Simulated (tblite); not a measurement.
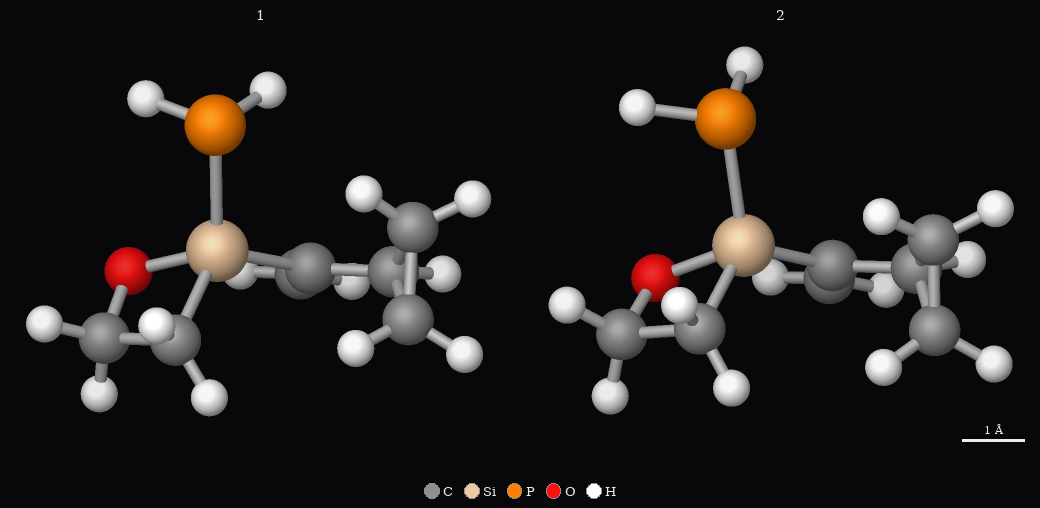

Two geometries of C$_{7}$H$_{13}$OPSi, drawn at one scale. One is the start of a relaxation, the other its converged end. Style: ball-and-stick. Shown face on.

These are results of GFN2-xTB geometry optimisation, gas phase in tblite 0.8.0, not measurements. 

> Which one is relaxed?

Structure 1 is the relaxed one. The largest move after the best rigid fit is that of an H atom, 0.96 Å. By element the largest moves are H 0.96 Å, P 0.37 Å, C 0.25 Å, O 0.16 Å, Si 0.13 Å. Near-neighbour distances that change, for instance: C–Si 1.814 → 1.917 Å, H–P 1.461 → 1.383 Å, C–Si 1.818 → 1.895 Å, P–Si 2.182 → 2.258 Å. Among the angles between lasting bonds that change: Si–P–H 106.8° → 93.9°, H–P–H 104.7° → 92.7°, C–C–O 90.2° → 101.2°. After 105 geometry steps the energy has fallen by 142.0 kJ/mol.
